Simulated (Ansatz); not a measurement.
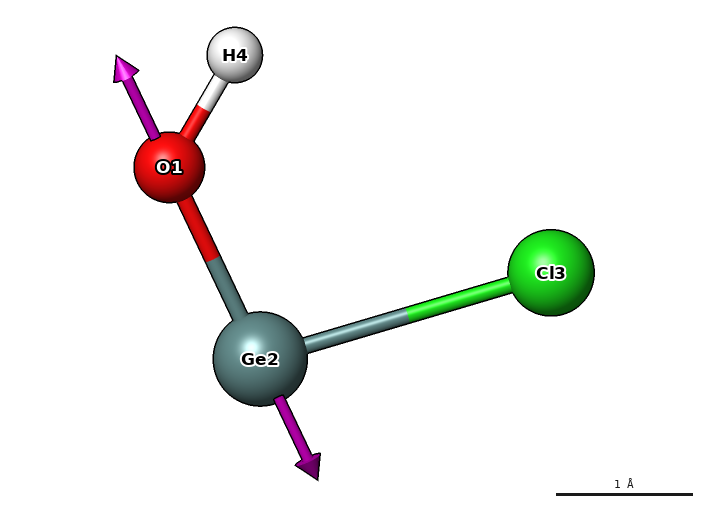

Arrows show the forces on the atoms, 0.1 Å of arrow for 1 eV/Å; forces under a tenth of the largest aren't drawn. Level of theory: PBE0-D4/def2-TZVP (Ansatz 0.2.0).

Which bond do the forces act along most?

O1–Ge2, now 1.594 Å: the forces push its atoms apart, so a first step downhill lengthens it.

List the force components in the frame of the picture (x right, y up, z towards the viewer), in eV/Å.

```json
{"atom": "O1", "Fx": "−2.94", "Fy": "6.21", "Fz": "1.39"}
{"atom": "Ge2", "Fx": "2.95", "Fy": "−6.21", "Fz": "−1.39"}
{"atom": "Cl3", "Fx": "0.00", "Fy": "0.00", "Fz": "0.00"}
{"atom": "H4", "Fx": "0.00", "Fy": "0.00", "Fz": "0.00"}
```
